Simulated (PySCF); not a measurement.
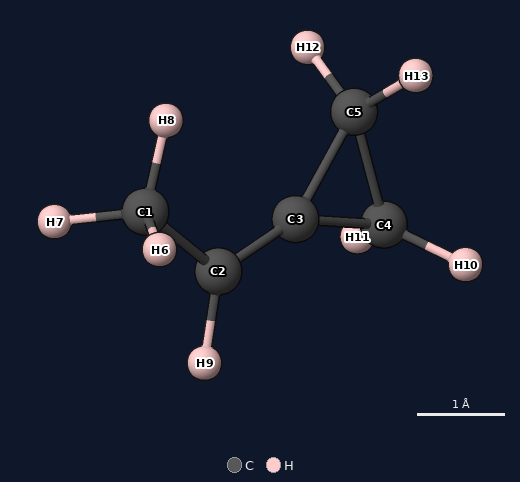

Figure 1. The structure (ball-and-stick view, seen at a tilt; atoms are numbered from 1 in the order of the input). Bond lengths as drawn: C–C 1.31 to 1.52 Å and C–H 1.08 to 1.09 Å.

# What a change does: NMR shielding calculation on C5H8

System: C5H8 (ethylidenecyclopropane).
Method of run 1: GIAO PBE0/pcSseg-1 NMR shielding, non-relativistic, gas phase (PySCF 2.14.0).

The geometry comes from this level: GFN2-xTB. Text and figures count atoms from 1; the logs count them from 0 in places.

### The input, run 1
```
{"job": {"kind": "nmr", "xc": "PBE0", "basis": "pcSseg-1"}, "charge": 0, "multiplicity": 1}
C      2.039225     0.154638     0.097020
C      0.827874    -0.719888     0.000131
C     -0.399854    -0.265561    -0.031655
C     -1.838390    -0.527348    -0.107390
C     -1.301754     0.888941    -0.016678
H      2.690806    -0.009279    -0.761139
H      2.607711    -0.084963     0.995620
H      1.753632     1.202944     0.129564
H      1.013355    -1.786424    -0.044818
H     -2.259266    -0.857642    -1.047153
H     -2.337814    -0.943446     0.756760
H     -1.439600     1.432656     0.907827
H     -1.360313     1.515857    -0.895817
```

The first line tells a small driver script what to run in PySCF; the rest is the geometry in Å.

Command:
```bash
OMP_NUM_THREADS=1 python <driver script> task.json out
```

Hardware: 1 CPU thread, shared host.

### Output (run 1)
```
coarse grid: 10392 points
cycle   1  E = -194.9484020783  dE =  6.577e-01  |g| = 3.445e-01  |ddm| = 3.174e+00
cycle   2  E = -194.9490090647  dE = -6.070e-04  |g| = 3.547e-01  |ddm| = 6.917e-01
cycle   3  E = -194.9828800542  dE = -3.387e-02  |g| = 2.759e-02  |ddm| = 3.770e-01
cycle   4  E = -194.9829665496  dE = -8.650e-05  |g| = 1.876e-02  |ddm| = 4.063e-02
cycle   5  E = -194.9830412178  dE = -7.467e-05  |g| = 6.124e-03  |ddm| = 1.857e-02
cycle   6  E = -194.9830497269  dE = -8.509e-06  |g| = 1.820e-03  |ddm| = 6.292e-03
final grid: 99016 points
cycle   7  E = -195.0134483512  dE = -2.808e-05  |g| = 7.088e-03  |ddm| = 2.933e-02
cycle   8  E = -195.0134455250  dE =  2.826e-06  |g| = 7.850e-03  |ddm| = 1.480e-02
cycle   9  E = -195.0134618816  dE = -1.636e-05  |g| = 7.419e-04  |ddm| = 8.007e-03
cycle  10  E = -195.0134620120  dE = -1.303e-07  |g| = 2.154e-04  |ddm| = 8.066e-04
cycle  11  E = -195.0134620225  dE = -1.049e-08  |g| = 6.969e-05  |ddm| = 2.388e-04
cycle  12  E = -195.0134620236  dE = -1.103e-09  |g| = 1.401e-05  |ddm| = 7.476e-05
cycle  13  E = -195.0134620236  dE = -4.229e-11  |g| = 1.210e-06  |ddm| = 1.428e-05
converged SCF energy = -195.0134620236

GIAO shielding tensors (ppm)
atom      isotropic    diamagn.    paramagn.     s11        s22        s33       span
  0 C      165.481     248.702     -83.220    153.080    158.472    184.891     31.811
  1 C       64.772     255.704    -190.931    -35.491     68.770    161.037    196.528
  2 C       58.854     258.560    -199.705    -27.500     16.526    187.537    215.037
  3 C      181.832     253.837     -72.005    158.201    169.875    217.421     59.219
  4 C      183.114     251.938     -68.825    157.593    170.122    221.626     64.034
  5 H       29.748      29.032       0.716     26.024     27.355     35.863      9.839
  6 H       29.745      29.038       0.706     26.033     27.339     35.862      9.829
  7 H       29.673      31.195      -1.521     25.501     30.038     33.481      7.980
  8 H       25.504      31.911      -6.407     22.450     25.771     28.291      5.841
  9 H       30.651      30.472       0.179     25.698     26.752     39.503     13.805
 10 H       30.655      30.475       0.180     25.702     26.754     39.508     13.806
 11 H       30.677      30.500       0.176     26.142     26.478     39.410     13.267
 12 H       30.683      30.500       0.182     26.137     26.487     39.424     13.287
```

For run 2 the input was changed thus:
```diff
-"xc": "PBE0"
-"basis": "pcSseg-1"
+"xc": "HF"
+"basis": "aug-cc-pVDZ"
+"pop": false
+"scf": {"aux": "def2-qzvpp-jkfit"}
```

What does this change do to the results?

The total energies belong to different models, so their difference says nothing on which is more stable or more accurate. The HOMO goes from −7.01 to −9.42 eV. The LUMO goes from 0.51 to 1.03 eV. Of all shieldings, the largest change is that of C3, by +24.4 ppm. The method changes from PBE0 to HF. The SCF takes 10 iterations against 13. The basis functions go from 125 to 187.

### Output (run 2)
```
final grid: 99016 points
cycle   1  E = -193.8930752448  dE =  1.339e+00  |g| = 3.598e-01  |ddm| = 9.170e+00
cycle   2  E = -193.9421738235  dE = -4.910e-02  |g| = 1.040e-01  |ddm| = 1.425e+00
cycle   3  E = -193.9461818607  dE = -4.008e-03  |g| = 3.766e-02  |ddm| = 7.504e-01
cycle   4  E = -193.9466181178  dE = -4.363e-04  |g| = 7.165e-03  |ddm| = 1.333e-01
cycle   5  E = -193.9466357488  dE = -1.763e-05  |g| = 2.496e-03  |ddm| = 2.935e-02
cycle   6  E = -193.9466387659  dE = -3.017e-06  |g| = 6.868e-04  |ddm| = 1.066e-02
cycle   7  E = -193.9466390281  dE = -2.622e-07  |g| = 1.755e-04  |ddm| = 3.920e-03
cycle   8  E = -193.9466390488  dE = -2.075e-08  |g| = 6.792e-05  |ddm| = 1.228e-03
cycle   9  E = -193.9466390509  dE = -2.110e-09  |g| = 2.014e-05  |ddm| = 4.066e-04
cycle  10  E = -193.9466390512  dE = -2.897e-10  |g| = 6.912e-06  |ddm| = 1.398e-04
converged SCF energy = -193.9466390512

GIAO shielding tensors (ppm)
atom      isotropic    diamagn.    paramagn.     s11        s22        s33       span
  0 C      184.564     240.267     -55.703    176.333    177.009    200.350     24.017
  1 C       88.401     243.604    -155.203    -15.000     98.478    181.725    196.726
  2 C       83.239     229.772    -146.533     -7.651     45.899    211.470    219.121
  3 C      202.880     241.520     -38.639    179.808    192.491    236.342     56.533
  4 C      203.356     250.251     -46.895    178.051    192.716    239.302     61.251
  5 H       30.410      27.215       3.195     26.612     27.901     36.718     10.106
  6 H       30.408      27.276       3.132     26.626     27.884     36.715     10.089
  7 H       30.109      34.263      -4.153     25.517     30.621     34.190      8.673
  8 H       26.180      33.240      -7.059     23.009     26.385     29.147      6.138
  9 H       31.302      29.767       1.535     26.329     27.047     40.530     14.202
 10 H       31.306      29.770       1.536     26.333     27.050     40.535     14.202
 11 H       31.292      32.503      -1.211     26.675     26.797     40.404     13.729
 12 H       31.299      32.489      -1.190     26.673     26.805     40.419     13.745
```

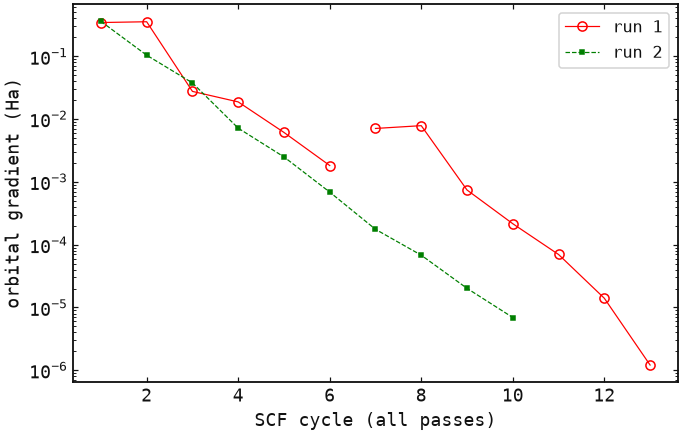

Figure 2. Convergence of the two runs: orbital gradient against the SCF cycle. A break in a curve parts two SCF passes (coarse and final grid). Run 1 takes 13 cycles in all, and run 2 takes 10.

### The two runs side by side

```tsv
quantity	run 1	run 2
outcome	converged	converged
total energy (hartree)	−195.013462	−193.946639
HOMO (eV)	−7.01	−9.42
LUMO (eV)	0.51	1.03
dipole moment (D)	0.13	0.15
shielding of C1 (ppm)	165.5	184.6
shielding of C2 (ppm)	64.8	88.4
shielding of C3 (ppm)	58.9	83.2
shielding of C4 (ppm)	181.8	202.9
shielding of C5 (ppm)	183.1	203.4
shielding of H7 (ppm)	29.7	30.4
shielding of H9 (ppm)	25.5	26.2
SCF iterations	13	10
basis functions	125	187
wall time (shared host)	12 s	5.3 s
```
